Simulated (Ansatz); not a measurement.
BrF₂H₃N₂Si (SMILES NN[Si](F)(F)Br)

| atom | x (Å) | y (Å) | z (Å) |
| --- | --- | --- | --- |
| Br | -0.4840 | 4.4320 | -0.8272 |
| F | 0.6685 | 2.9736 | 1.7352 |
| F | 1.7050 | 2.1766 | -0.4498 |
| N | -0.6831 | 0.0994 | 0.6580 |
| N | -0.8767 | 1.3829 | 0.0990 |
| Si | 0.2802 | 2.6326 | 0.1917 |
| H | 0.1490 | -0.3451 | 0.2460 |
| H | -0.5288 | 0.1744 | 1.6730 |
| H | -1.7762 | 1.5016 | -0.3723 |

Geometry: PBE-D3(BJ)/def2-SVP.

Theory: Ansatz 0.2.0, isolated molecule in a Gaussian basis; Kohn-Sham density functional theory, functional PBE0.

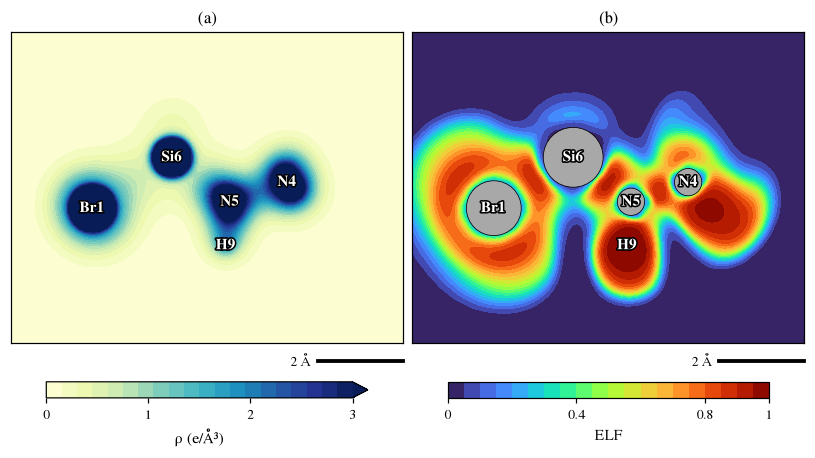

Figure 1. (a) electron density; (b) ELF on the plane of atoms Si6, N5 and H9. Grey discs cover the atomic cores in the ELF map.

Describe what can be read from this map.

- Atoms in the plane: Br, N, Si and H.
- N–N (1.41 Å): the density is about 2.1 e/Å³ at the midpoint; the ELF peaks at about 0.90 between the atoms, as expected for a covalent bond.
- Si–N (1.71 Å): ρ is about 1.2 e/Å³ halfway; the ELF peaks at about 0.90 between the atoms (a shared but strongly polarised pair).
- Si–Br (2.20 Å): ρ at the midpoint is about 0.81 e/Å³; the ELF peaks at about 0.90 between the atoms, as expected for a polar covalent bond.
- N–H (1.02 Å): ρ is about 2.8 e/Å³ halfway; the ELF climbs to about 1 towards the hydrogen, as it does in any bond to H (a covalent bond by its length).
- The ELF also peaks beside Br1 and N4, away from the bonds: lone-pair regions.

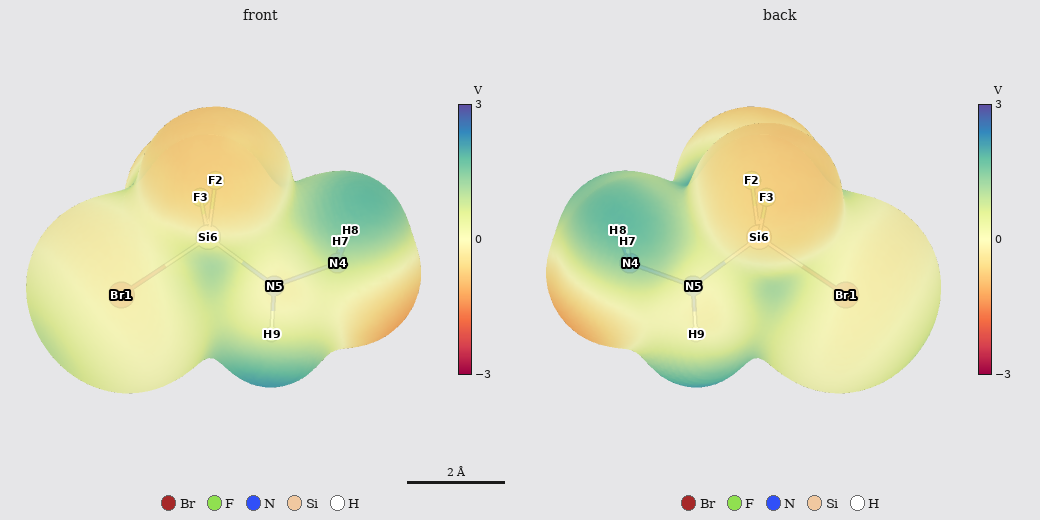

Figure 2. The electrostatic potential painted on the density surface at 0.002 e/bohr³, seen from the front and from behind; the colour scale runs from red (negative) to blue (positive).

Which sites attract a positive test charge, and which a negative one?

A positive charge is drawn to the negative regions and a negative charge to the positive ones. The most negative region (about −1.1 V) lies over N4, the most positive (about +2.1 V) over H9. Br1 shows a σ-hole: about +0.9 V at the tip opposite its bond, against about −0.1 V on its flanks. N4 is the likeliest acceptor of a hydrogen bond.
